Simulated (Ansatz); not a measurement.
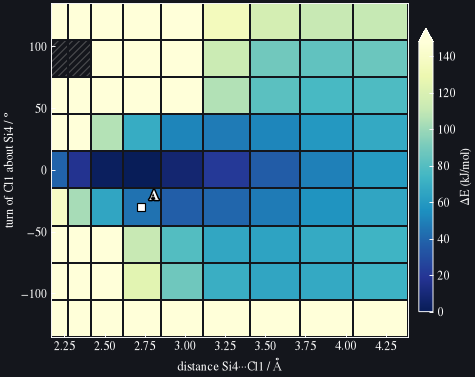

The pair Cl···CH₆OSi, charge −1. The turn is about an axis along (−0.53, −0.72, −0.45) in the frame of the relaxed pair, normal to the line between the partners. Coordinates scanned: (1) distance Si4···Cl1; (2) turn of Cl1 about Si4. The grid has 9 × 9 points. At 2 points there is no value (left out of the scan, as a rule where atoms come close). Energies are in kJ/mol, from the lowest grid point. Energies and slopes of some neighbouring points disagree (a jump in structure or state, or too coarse a mesh). These are results of RKS B3LYP-D4/def2-SVPD in Ansatz, not measurements.

The picture shows one coloured cell a grid point, one colour for all values above the top of the scale, hatched blanks where no value was computed, the point A.

Which way does the force act at A, and how strong is it?

A, at distance Si4···Cl1 = 2.726 Å, turn of Cl1 about Si4 = −30°, is not a stationary point. The computed force is 57 kJ/mol for each Å towards larger values of distance Si4···Cl1 and 2.5 kJ/mol for each degree towards larger values of turn of Cl1 about Si4.
